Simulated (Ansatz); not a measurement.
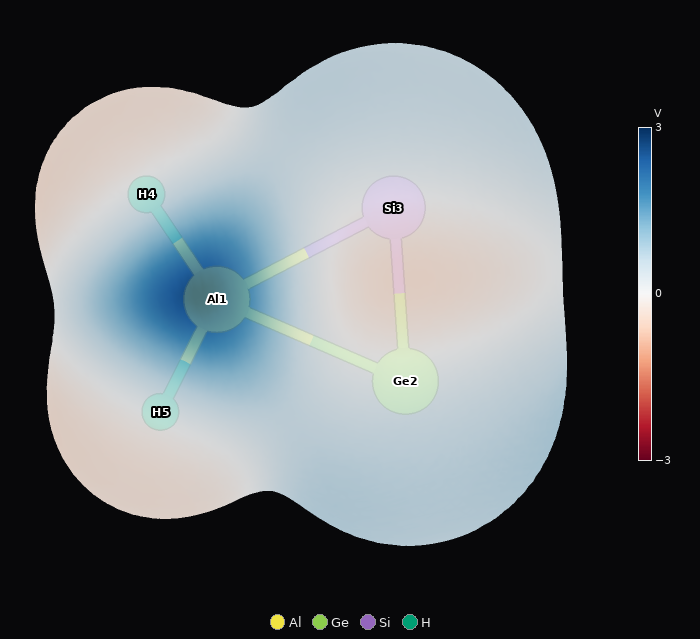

Figure 1: AlGeH₂Si (SMILES [AlH2-]1[Si+]=[Ge]1) (doublet). The molecular electrostatic potential painted on the density surface at 0.002 e/bohr³, seen across its widest extent; the colour scale runs from red (negative) to blue (positive).

Geometry: r2SCAN-D4/def2-SVP.

Level of theory: Ansatz, isolated molecule in a Gaussian basis; Kohn-Sham density functional theory, functional PBE0.

```xyz
5

Al   -0.9134   -0.6225    0.2845
Ge    0.5772    1.1760   -0.8597
Si   -1.5991    1.4320   -1.0246
H    -2.3905   -1.1313    0.6074
H     0.3337   -1.4614    0.8196
```

> Which sites attract a positive test charge, and which a negative one?

A positive charge is drawn to the negative regions and a negative charge to the positive ones. The most negative region (about −0.4 V) lies over Ge2, Si3, H4 and H5, the most positive (about +2.6 V) over Al1.
